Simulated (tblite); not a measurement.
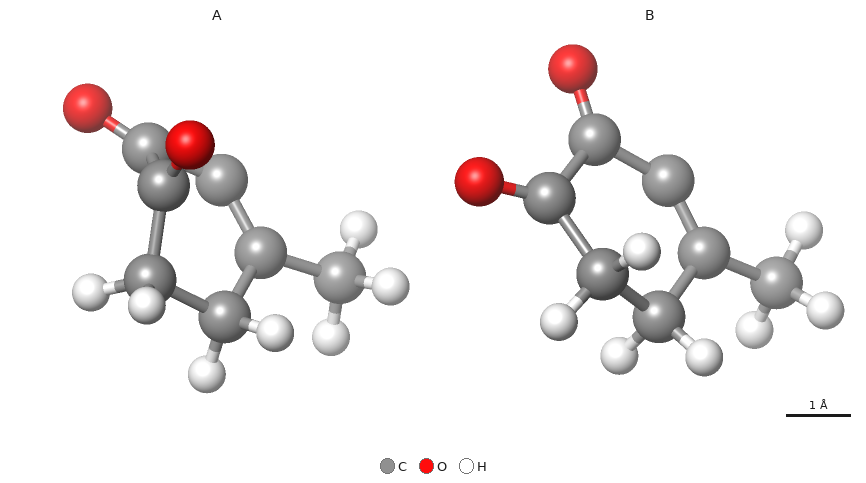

Two geometries of C7H7O2 (multiplicity 2), drawn at one scale. One is the start of a relaxation, the other its converged end. A ball-and-stick model, seen from a free direction.

Level of theory: tblite 0.8.0, GFN2-xTB geometry optimisation, gas phase. 

### Which geometry has the lower energy?

Structure A is the relaxed one. The atom that moves furthest after the best rigid fit is an O atom (2.48 Å). By element the largest moves are O 2.48 Å, H 1.38 Å, C 0.82 Å. Among the contacts that change: C–C 1.443 → 1.384 Å, C–C 1.283 → 1.321 Å, C–C 1.542 → 1.511 Å, C–C 1.554 → 1.580 Å. Among the angles between lasting bonds that change: C–C–O 123.9° → 138.9°, C–C–C 110.7° → 96.2°, C–C–C 116.4° → 107.0°. Over 173 geometry steps the energy falls by 50.7 kJ/mol. Cost: 1.1 s on 1 thread of Arm Neoverse V1, on a shared host.
